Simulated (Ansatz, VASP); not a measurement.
# BP: VASP beside Ansatz

One calculation is typed for both programs; each brings its own data sets. How far apart do they land? The cell is taken from a series of VASP runs on this material, whose earlier steps may have relaxed, scaled or displaced it; both programs get it as it stands. Valence electrons are named where the data sets of a main pair hold unlike numbers.

Calculated with Ansatz 0.2.0; plane waves, with VASP 6.6.1 beside it; band structure at PBE, band structure at LDA and dielectric response at LDA.

## 1. Set-up

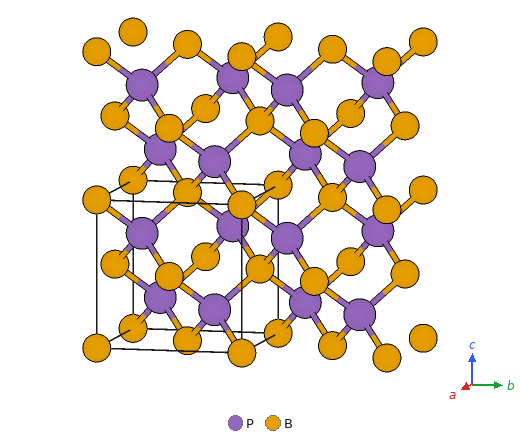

Start, viewed slightly off an axis; phosphorus purple, boron orange. 1×2×2 cells are drawn. This picture shows the conventional cell, with its axes. Bonds to atoms that aren't drawn are left out. Some periodic images of atoms are drawn too.

## 2. Ansatz: band structure, PBE

Ansatz runs on its default PAW (the set named soft_2) files.

The same path points are solved in both programs, so levels can be compared one by one.

Contents of input.yaml:

```yaml
crystal:
  lattice:
    - [0.0, 2.269, 2.269]
    - [2.269, 0.0, 2.269]
    - [2.269, 2.269, 0.0]
  atoms:
    - { symbol: P, position: [0.75, 0.75, 0.75] }
    - { symbol: B, position: [0.0, 0.0, 0.0] }
hamiltonian:
  xc: pbe
  pseudopotentials: { kind: paw }
kpoints:
  mp_grid: { grid: [8, 8, 8] }
  band_path:
    path:
      - [0.0, 0.0, 0.0]
      - [0.16667, 0.0, 0.16667]
      - [0.33333, 0.0, 0.33333]
      - [0.38889, 0.0, 0.38889]
      - [0.5, 0.0, 0.5]
      - [0.5, 0.08333, 0.58333]
      - [0.5, 0.19444, 0.69444]
      - [0.5, 0.25, 0.75]
      - [0.45833, 0.29167, 0.75]
      - [0.40278, 0.34722, 0.75]
      - [0.375, 0.375, 0.75]
      - [0.20833, 0.20833, 0.41667]
      - [0.08333, 0.08333, 0.16667]
      - [0.0, 0.0, 0.0]
      - [0.22222, 0.22222, 0.22222]
      - [0.38889, 0.38889, 0.38889]
      - [0.51389, 0.47222, 0.51389]
      - [0.55556, 0.38889, 0.55556]
      - [0.61111, 0.27778, 0.61111]
      - [0.61111, 0.25, 0.63889]
      - [0.56944, 0.25, 0.68056]
      - [0.51389, 0.25, 0.73611]
      - [0.5, 0.27778, 0.72222]
      - [0.5, 0.38889, 0.61111]
      - [0.5, 0.47222, 0.52778]
      - [0.48611, 0.48611, 0.52778]
      - [0.43056, 0.43056, 0.63889]
      - [0.38889, 0.38889, 0.72222]
      - [0.59722, 0.19444, 0.59722]
      - [0.55556, 0.11111, 0.55556]
      - [0.5, 0.0, 0.5]
    npoints: 1
scf:
  occupations: { method: gaussian, width: 0.03 }
  n_extra_bands: 7
output:
  forces: true
  stress: true
  eigenvalues: true
```

On the command line:

```console
ansatz run input.yaml --threads 2 --pin off --max-ram 4608MiB --backend cpu --events-out ev --progress --plain --runs-dir out
```

Numbers of over 12 decimals in the logs are rounded to 6 here.

Output:

```text
scf.n_extra_bands = 7 over 4 filled bands (N_el = 8.0): the run solves 11 bands
Engine: ansatz 0.2.0, aarch64-unknown-linux-gnu
Pseudopotentials: kind: paw
Pseudopotential: P, paw, valence charge 5, recommended cutoff 420 eV (normal), P.paw.azcp
Pseudopotential: B, paw, valence charge 3, recommended cutoff 420 eV (normal), B.paw.azcp
Functional definition: PBE
  parameter kappa = 0.804
  parameter beta = 0.066725
  exchange = pbe_x(kappa = kappa, mu = beta*pi^2/3)
  correlation = pbe_c(beta = beta)
Crystal: 2 atoms, lattice volume = 23.363 Å³
Basis set: ecut = 420 eV, 459 PW (Γ), exchange–correlation on 48×48×48 points (8 copies of the dense FFT grid, shifted against one another)
Bands: 11, of which v1, the nominal top of the filled ones, is band 4 counted from 1 (3 counted from 0)
Symmetry: 24 space group operations
Space group: F-43m (ITA 216), of the structure as read, at distance tolerance 2.9e-5 Å
k-points: 29 of 512 (time reversal used)
Non-local potential: P, projectors of the file, l = 0: 2, l = 1: 2, l = 2: 2
Non-local potential: B, projectors of the file, l = 0: 2, l = 1: 2, l = 2: 1
PAW form: soft (Blöchl's): semilocal exchange-correlation on the pseudo side does not see the compensation charge
PAW one-centre angular grid: P, 110 points (default); XC on 64 Gauss nodes
PAW one-centre angular grid: B, 110 points (default); XC on 64 Gauss nodes
Initial density: superposition of atomic densities (neutral atoms: chi_scale 0, normalization atom), corrected by the library's trained network
Initial wavefunctions: pseudopotential atomic-orbital guess
Functional: x = pbe(κ = 0.804, μ = 0.219515), c = pbe(β = 0.066725)
SCF iter   1: F=—  HF=-912.444501 eV  |F-HF|=—  |Δ(HF+E_count)|=         —  Δρ=1.51e-3  dr2=4.60e-4  ethr=1.77e-3  ⟨swp⟩=6.3  Hψ=2588  notcnv=0  defer=2
preconditioner: auto → none  [insulator: Δε(μ)=1.269 eV  Ē_g=16.090 eV  σ=0.030 eV  W_gap=1.00  n_scr=0 (ndim 8)  ℏωp=21.7 eV  f_vac=0.000  D(μ)=0.00/eV (n_scr^D=0)  ε∞_Penn≈2.8]
SCF iter   2: F=—  HF=-912.444587 eV  |F-HF|=—  |Δ(HF+E_count)|=   8.53e-5  Δρ=8.44e-4  dr2=1.60e-4  ethr=5.75e-6  ⟨swp⟩=2.1  Hψ=696  notcnv=0  defer=30
SCF iter   3: F=—  HF=-912.444556 eV  |F-HF|=—  |Δ(HF+E_count)|=   3.01e-5  Δρ=4.04e-4  dr2=1.73e-5  ethr=2.00e-6  ⟨swp⟩=2.0  Hψ=342  notcnv=0  defer=30
SCF iter   4: F=—  HF=-912.444580 eV  |F-HF|=—  |Δ(HF+E_count)|=   2.32e-5  Δρ=1.35e-4  dr2=5.42e-6  ethr=2.16e-7  ⟨swp⟩=2.0  Hψ=365  notcnv=0  defer=30
SCF iter   5: F=—  HF=-912.444578 eV  |F-HF|=—  |Δ(HF+E_count)|=   1.43e-6  Δρ=4.01e-5  dr2=4.77e-7  ethr=6.78e-8  ⟨swp⟩=1.9  Hψ=331  notcnv=0  defer=30
SCF iter   6: F=-912.444578 eV  HF=-912.444578 eV  |F-HF|=2.74e-8  |Δ(HF+E_count)|=   1.28e-7  Δρ=1.13e-5  dr2=3.78e-8  ethr=1.25e-9  ⟨swp⟩=8.0  Hψ=1579  notcnv=0
SCF 1 converged in 6 iterations: F = -912.444578 eV  dr2 = 3.78e-8
  greatest PAW one-centre occupation: 0.774 electrons in one spin orbital (limit 2), on the P atom at site 0 (counted from 0), in its partial waves of l = 0
NSCF: frozen V_eff on 31 k-points
SCF converged after 6 iterations
Free energy (F): -912.444578 eV
Harris-Foulkes:  -912.444578 eV  (|F-HF|=2.74e-8)
Internal energy: -912.444578 eV  (E = F + TS)
E sigma→0 (E₀):  -912.444578 eV
Fermi energy:    9.901523 eV
--- Per-component energies (eV) ---
  E_band       = 22.188574
  E_kinetic    = 121.710771
  E_local      = -67.919628  (includes V_loc(G=0)·N_el)
  E_nonlocal   = 45.022482
  E_hartree    = 17.058183
  E_xc         = -94.861409
  E_vxc        = -100.534077  (∫ρ·V_xc dr)
  E_paw        = -647.963458  (= ΣΔE_a)
  E_vpaw       = -10.207587  (= ΣTr[D̂ρ^β])
  E_aug_tail   = 0.000001  (compensation charges beyond the density's cutoff)
  E_ewald      = -285.491518
  E_smearing   = -0.000000  (= −TS)
  E_closure    = -0.000000  (closes the sum)
  Σ components = -912.444578   (vs F -912.444578, Δ=0.00e0)
--- Forces (eV/Å), atoms counted from 1 ---
  atom   1  P      0.00000000     0.00000000     0.00000000
  atom   2  B     -0.00000000    -0.00000000    -0.00000000
  max |Σ_I F_I| component: 3.89e-16 eV/Å
--- Stress (GPa, compression-positive) ---
        1.147442      -0.000000      -0.000000
        0.000000       1.147442       0.000000
       -0.000000       0.000000       1.147442
  P = ⅓ Tr σ = 1.1474 GPa (11.474 kbar)
--- Band table (eV; the first three rows and the last of 29) ---
  k-point 0: bands = [-6.1919, 9.2652, 9.2652, 9.2652, 12.6688, 12.6688, 12.6688, 16.6369, ... 3 higher]
  k-point 1: bands = [-5.9110, 7.4129, 8.8379, 8.8379, 13.1988, 13.2587, 13.2587, 17.4245, ... 3 higher]
  k-point 2: bands = [-5.0870, 4.4218, 8.1494, 8.1494, 13.2631, 14.0257, 14.0257, 18.8717, ... 3 higher]
  k-point 28: bands = [-1.0642, 1.2080, 3.5939, 3.7982, 14.5902, 16.0233, 16.5012, 16.7072, ... 3 higher]
```

The job ended after 1.6 s (2 threads of Arm Neoverse N1, shared host; peak memory 0.26 GiB).

## 3. VASP: band structure, PBE

The same cell, functional, mesh and smearing now go to VASP, with its own data sets.

Lines of VASP's logs that name or quote its potential files are left out, and so is its time.

Contents of INCAR:

```
SYSTEM = BP
PREC = Accurate
ENCUT = 370
EDIFF = 1E-06
NELM = 100
ISMEAR = 0
SIGMA = 0.03
LREAL = .FALSE.
ALGO = Normal
GGA = PE
NBANDS = 16
LORBIT = 11
LWAVE = .FALSE.
LCHARG = .FALSE.
KPAR = 4
LASPH = .TRUE.
```

Contents of POSCAR:

```
BP
1.0
    0.0000000000      2.2690000000      2.2690000000
    2.2690000000      0.0000000000      2.2690000000
    2.2690000000      2.2690000000      0.0000000000
P B
1 1
Direct
    0.7500000000      0.7500000000      0.7500000000
    0.0000000000      0.0000000000      0.0000000000
```

Contents of KPOINTS:

```
Automatic mesh
0
Gamma
8 8 8
0 0 0
```

Contents of KPOINTS_OPT:

```
Line mode
10
Line-mode
Reciprocal
  0.00000000   0.00000000   0.00000000 GAMMA
  0.50000000   0.00000000   0.50000000 X

  0.50000000   0.00000000   0.50000000 X
  0.50000000   0.25000000   0.75000000 W

  0.50000000   0.25000000   0.75000000 W
  0.37500000   0.37500000   0.75000000 K

  0.37500000   0.37500000   0.75000000 K
  0.00000000   0.00000000   0.00000000 GAMMA

  0.00000000   0.00000000   0.00000000 GAMMA
  0.50000000   0.50000000   0.50000000 L

  0.50000000   0.50000000   0.50000000 L
  0.62500000   0.25000000   0.62500000 U

  0.62500000   0.25000000   0.62500000 U
  0.50000000   0.25000000   0.75000000 W

  0.50000000   0.25000000   0.75000000 W
  0.50000000   0.50000000   0.50000000 L

  0.50000000   0.50000000   0.50000000 L
  0.37500000   0.37500000   0.75000000 K

  0.62500000   0.25000000   0.62500000 U
  0.50000000   0.00000000   0.50000000 X
```

PAW data sets: P and B (PBE family, release 64).

On the command line:

```console
mpirun -np 4 vasp_std
```

Output:

```text
[banner, memory and clock lines left out]
running    4 mpi-ranks, on    1 nodes
 distrk:  each k-point on    1 cores,    4 groups
 distr:  one band on    1 cores,    1 groups

 POSCAR found type information on POSCAR P B
 POSCAR found :  2 types and       2 ions
 LDA part: xc-table for (Slater+PW92), standard interpolation
 POSCAR, INCAR and KPOINTS ok, starting setup
 FFT: planning ... GRIDC
 FFT: planning ... GRID_SOFT
 FFT: planning ... GRID
 WAVECAR not read
 entering main loop
       N       E                     dE             d eps       ncg     rms          rms(c)
DAV:   1     0.548830794781E+01    0.54883E+01   -0.31532E+03   928   0.355E+02
DAV:   2    -0.132471402397E+02   -0.18735E+02   -0.18070E+02  1256   0.797E+01
DAV:   3    -0.136343573964E+02   -0.38722E+00   -0.38697E+00  1080   0.944E+00
DAV:   4    -0.136351028898E+02   -0.74549E-03   -0.74548E-03  1248   0.520E-01
DAV:   5    -0.136351049305E+02   -0.20408E-05   -0.20407E-05  1072   0.254E-02    0.721E+00
DAV:   6    -0.130263441372E+02    0.60876E+00   -0.12070E+00  1168   0.345E+00    0.378E+00
DAV:   7    -0.129344463527E+02    0.91898E-01   -0.19456E-01  1184   0.163E+00    0.139E+00
DAV:   8    -0.129269255870E+02    0.75208E-02   -0.20229E-02  1216   0.624E-01    0.186E-01
DAV:   9    -0.129273370099E+02   -0.41142E-03   -0.75657E-04  1032   0.134E-01    0.933E-02
DAV:  10    -0.129274196978E+02   -0.82688E-04   -0.12988E-04  1168   0.547E-02    0.267E-02
DAV:  11    -0.129274195022E+02    0.19560E-06   -0.22377E-06  1064   0.721E-03
   1 F= -.12927420E+02 E0= -.12927420E+02  d E =-.455759E-12
 Start KPOINTS_OPT (optional k-point list driver)
k-point batch [1-29\100]
       N       E                     dE             ncg
DAV:   1     0.716682167725E+03   -0.64118E+04      928
DAV:   2     0.195664601297E+03   -0.52102E+03     1256
DAV:   3     0.184174076148E+03   -0.11491E+02     1120
DAV:   4     0.184150668639E+03   -0.23408E-01     1248
DAV:   5     0.184150601906E+03   -0.66733E-04     1088
DAV:   6     0.184150601669E+03   -0.23674E-06     1152
[...]
k-point batch [88-100\100]
       N       E                     dE             ncg
DAV:   1     0.438109016093E+04   -0.36948E+04      424
DAV:   2     0.415072613863E+04   -0.23036E+03      528
DAV:   3     0.414623789769E+04   -0.44882E+01      552
DAV:   4     0.414622857368E+04   -0.93240E-02      496
DAV:   5     0.414622854650E+04   -0.27185E-04      568
DAV:   6     0.414622854639E+04   -0.10635E-06      488
```

OUTCAR, selected parts (step 3):

```text
ion  position               nearest neighbor table
   1  0.750  0.750  0.750-   2 1.97   2 1.97   2 1.97   2 1.97
   2  0.000  0.000  0.000-   1 1.97   1 1.97   1 1.97   1 1.97

  LATTYP: Found a face centered cubic cell.
 ALAT       =     4.5380000000

 Subroutine GETGRP returns: Found 24 space group operations
 (whereof 24 operations were pure point group operations)

The static configuration has the point symmetry T_d .

 Found     29 irreducible k-points:

   k-points           NKPTS =     29   k-points in BZ     NKDIM =     29   number of bands    NBANDS=     16

   dimension x,y,z NGX =    20 NGY =   20 NGZ =   20
   dimension x,y,z NGXF=    40 NGYF=   40 NGZF=   40

   ENCUT  =  370.0 eV  27.19 Ry    5.21 a.u.   5.03  5.03  5.03*2*pi/ulx,y,z

   NELECT =       8.0000    total number of electrons

 k-points in reciprocal lattice and weights: Automatic mesh
   0.00000000  0.00000000  0.00000000       0.002
   0.12500000  0.00000000  0.00000000       0.016
   0.25000000  0.00000000  0.00000000       0.016
   0.37500000  0.00000000  0.00000000       0.016
   0.50000000  0.00000000  0.00000000       0.008
   0.12500000  0.12500000  0.00000000       0.012
   0.25000000  0.12500000  0.00000000       0.047
   0.37500000  0.12500000  0.00000000       0.047
   0.50000000  0.12500000  0.00000000       0.047
[...]
-0.37500000  0.50000000  0.12500000       0.023
  -0.25000000  0.50000000  0.25000000       0.012

 average (electrostatic) potential at core
       1 -81.2788       2 -24.7914

 E-fermi :   7.5657

 k-point     1 :       0.0000    0.0000    0.0000
  band No.  band energies     occupation
      1      -8.0273      2.00000
      2       7.4343      2.00000
      3       7.4343      2.00000
      4       7.4343      2.00000
      5      10.8347      0.00000
      6      10.8347      0.00000
      7      10.8347      0.00000
      8      14.8076      0.00000
      9      18.9440      0.00000
    ...

 k-point     2 :       0.1250    0.0000    0.0000
  band No.  band energies     occupation
      1      -7.7463      2.00000
      2       5.5787      2.00000
      3       7.0056      2.00000
      4       7.0056      2.00000
      5      11.3690      0.00000
      6      11.4267      0.00000
      7      11.4267      0.00000
      8      15.5949      0.00000
      9      18.6572      0.00000
    ...

 k-point     3 :       0.2500    0.0000    0.0000
  band No.  band energies     occupation
      1      -6.9219      2.00000
      2       2.5870      2.00000
      3       6.3165      2.00000
      4       6.3165      2.00000
      5      11.4357      0.00000
      6      12.1974      0.00000
      7      12.1974      0.00000
      8      17.0431      0.00000
      9      18.3985      0.00000
    ...

  Total        0.1268554      0.1268554      0.1268554      0.0000000     -0.0000000     -0.0000000
  in kB        8.6993318      8.6993318      8.6993318      0.0000000     -0.0000000     -0.0000000
  external PRESSURE =       8.6993318 kB  Pullay stress =       0.0000000 kB

  energy-cutoff  :      370.00
  volume of cell :       23.36
      direct lattice vectors                 reciprocal lattice vectors
     0.000000000  2.269000000  2.269000000    -0.220361393  0.220361393  0.220361393
     2.269000000  0.000000000  2.269000000     0.220361393 -0.220361393  0.220361393
     2.269000000  2.269000000  0.000000000     0.220361393  0.220361393 -0.220361393

 POSITION                                       TOTAL-FORCE (eV/Angst)
 -----------------------------------------------------------------------------------
      3.40350      3.40350      3.40350         0.000000      0.000000      0.000000
      0.00000      0.00000      0.00000        -0.000000     -0.000000     -0.000000
 -----------------------------------------------------------------------------------
    total drift:                               -0.000000     -0.000000     -0.000000

  FREE ENERGIE OF THE ION-ELECTRON SYSTEM (eV)
  ---------------------------------------------------
  free  energy   TOTEN  =       -12.9274195022 eV

  energy  without entropy=      -12.9274195022  energy(sigma->0) =      -12.92741950

 total charge
# of ion       s       p       d       tot
------------------------------------------
    1        0.992   1.577   0.000   2.569
    2        0.669   1.275   0.000   1.944
--------------------------------------------------
tot          1.661   2.852   0.000   4.513

[... 3 further parts left out ...]
```

The run ends at a pressure of 0.87 GPa.

## 4. Differences

Known differences besides the potentials themselves: the cutoff is 420 eV in Ansatz and 370 eV in VASP. Total energies have different zeros and are not compared.

Compared:

```csv
quantity,Ansatz,VASP,difference
pressure (GPa),1.15,0.87,+0.28
pressure without Ansatz's Pulay correction (GPa),1.02,0.87,+0.15
gap over the path points (eV),1.253,1.248,+0.005
```

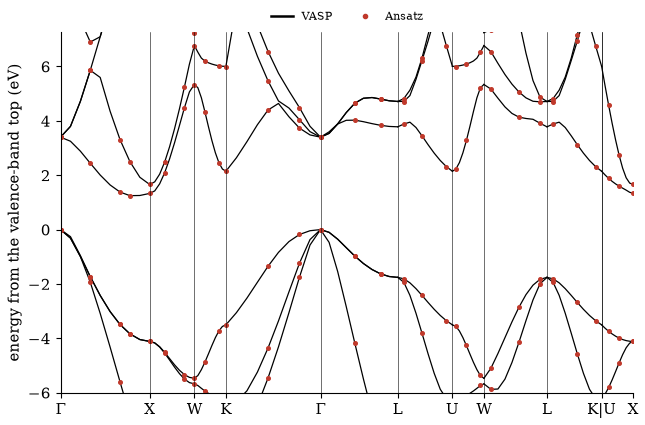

Bands from VASP (lines) and levels from Ansatz (dots). Dots without a line are higher empty bands that the VASP plot leaves out.

Levels at points of the path, from each program's valence-band top (eV; 3 filled, then empty):

```csv
k (reciprocal lattice),Ansatz,VASP
0.000 0.000 0.000,0.00 0.00 0.00 3.40 3.40 3.40,0.00 0.00 0.00 3.40 3.40 3.40
0.167 0.000 0.167,-1.94 -1.73 -1.73 2.44 5.85 5.85,-1.94 -1.73 -1.73 2.44 5.86 5.86
0.333 0.000 0.333,-5.60 -3.49 -3.49 1.39 3.31 9.59,-5.60 -3.49 -3.49 1.38 3.31 9.61
0.389 0.000 0.389,-6.86 -3.83 -3.83 1.25 2.50 10.75,-6.86 -3.84 -3.84 1.25 2.50 10.79
0.500 0.000 0.500,-8.58 -4.11 -4.11 1.34 1.66 12.08,-8.58 -4.12 -4.12 1.33 1.66 12.12
0.500 0.083 0.583,-8.48 -4.54 -4.51 2.09 2.48 11.17,-8.48 -4.54 -4.51 2.09 2.48 11.21
0.500 0.194 0.694,-8.14 -5.49 -5.33 4.48 5.24 8.36,-8.14 -5.50 -5.34 4.48 5.25 8.39
0.500 0.250 0.750,-8.06 -5.67 -5.47 5.33 6.76 7.24,-8.06 -5.68 -5.47 5.34 6.77 7.25
0.458 0.292 0.750,-8.08 -5.93 -4.88 4.33 6.19 8.02,-8.08 -5.94 -4.88 4.34 6.20 8.04
0.403 0.347 0.750,-8.15 -6.19 -3.73 2.46 6.01 9.33,-8.15 -6.19 -3.73 2.46 6.03 9.36
```

Among the levels compared at these points, filled levels agree within 5 meV and empty ones within 46 meV. Ansatz's pressure holds a Pulay correction of 0.13 GPa; VASP's holds none.

## 5. VASP: band structure, LDA

Levels along a path test the potential and the projectors away from the mesh points. The cell compared in this pair holds 22.63 Å³, against 23.36 Å³ for the pair before.

Edit INCAR of step 3 so:

```diff
@@ -9,3 +9,3 @@
 ALGO = Normal
-GGA = PE
+GGA = CA
 NBANDS = 16
```

Contents of POSCAR:

```
BP
1.0
    0.0000000000      2.2450185634      2.2450185634
    2.2450185634      0.0000000000      2.2450185634
    2.2450185634      2.2450185634      0.0000000000
P B
1 1
Direct
    0.7500000000      0.7500000000      0.7500000000
    0.0000000000      0.0000000000      0.0000000000
```

KPOINTS is that of step 3.

KPOINTS_OPT is that of step 3.

The projector-augmented-wave data sets are P and B (LDA family, release 64).

On the command line:

```console
mpirun -np 4 vasp_std
```

Output:

```text
[banner, memory and clock lines left out]
running    4 mpi-ranks, on    1 nodes
[...]
LDA part: xc-table for (Slater(with rela. corr.)+CA(PZ))
 , standard interpolation
 POSCAR, INCAR and KPOINTS ok, starting setup
[...]
entering main loop
       N       E                     dE             d eps       ncg     rms          rms(c)
DAV:   1     0.373057505913E+01    0.37306E+01   -0.32144E+03   928   0.349E+02
DAV:   2    -0.149387445405E+02   -0.18669E+02   -0.18058E+02  1280   0.802E+01
DAV:   3    -0.152965470983E+02   -0.35780E+00   -0.35760E+00  1056   0.906E+00
DAV:   4    -0.152972430443E+02   -0.69595E-03   -0.69594E-03  1272   0.503E-01
[...]
DAV:   9    -0.143960322465E+02   -0.55985E-04   -0.85347E-04  1000   0.147E-01    0.105E-01
DAV:  10    -0.143960157825E+02    0.16464E-04   -0.82144E-05  1256   0.391E-02    0.221E-02
DAV:  11    -0.143960152846E+02    0.49790E-06   -0.13185E-06  1008   0.620E-03
   1 F= -.14396015E+02 E0= -.14396015E+02  d E =-.490909E-11
 Start KPOINTS_OPT (optional k-point list driver)
k-point batch [1-29\100]
       N       E                     dE             ncg
DAV:   1     0.799108434221E+03   -0.65967E+04      928
DAV:   2     0.256559102724E+03   -0.54255E+03     1240
DAV:   3     0.245782041990E+03   -0.10777E+02     1152
DAV:   4     0.245759700165E+03   -0.22342E-01     1224
DAV:   5     0.245759640235E+03   -0.59929E-04     1096
DAV:   6     0.245759640032E+03   -0.20320E-06     1136
[...]
k-point batch [88-100\100]
       N       E                     dE             ncg
DAV:   1     0.463572080296E+04   -0.38914E+04      416
DAV:   2     0.439928542242E+04   -0.23644E+03      544
DAV:   3     0.439463826361E+04   -0.46472E+01      560
DAV:   4     0.439462909805E+04   -0.91656E-02      496
DAV:   5     0.439462907416E+04   -0.23897E-04      576
DAV:   6     0.439462907407E+04   -0.84796E-07      480
```

Parts of OUTCAR (step 5):

```text
  Total       -0.0164360     -0.0164360     -0.0164360     -0.0000000     -0.0000000      0.0000000
  in kB       -1.1636370     -1.1636370     -1.1636370     -0.0000000     -0.0000000      0.0000000
  external PRESSURE =      -1.1636370 kB  Pullay stress =       0.0000000 kB

 POSITION                                       TOTAL-FORCE (eV/Angst)
 -----------------------------------------------------------------------------------
      3.36753      3.36753      3.36753         0.000000      0.000000      0.000000
      0.00000      0.00000      0.00000        -0.000000     -0.000000     -0.000000
 -----------------------------------------------------------------------------------
    total drift:                               -0.000000     -0.000000     -0.000000

  FREE ENERGIE OF THE ION-ELECTRON SYSTEM (eV)
  ---------------------------------------------------
  free  energy   TOTEN  =       -14.3960152846 eV

  energy  without entropy=      -14.3960152846  energy(sigma->0) =      -14.39601528

[... 1 part as in an earlier step ...]

[... 2 further parts left out ...]
[key lines of the parts left out:]
E-fermi :   7.9150
```

The run ends at a pressure of -0.12 GPa.

[end of part 1 of 2]

[Lines on the potential files, build, host, timing and source positions are cut from VASP's logs without a mark.]

[Logs are printed without paths, hosts, clocks, repeated set-up lines and the standing remarks that a program may print on its own settings, such as how far it seeks lower states.]

[Hosts, paths, dates, database ids (printed as entryN), source tags and the programs' standing remarks are cut or masked in the printed files.]
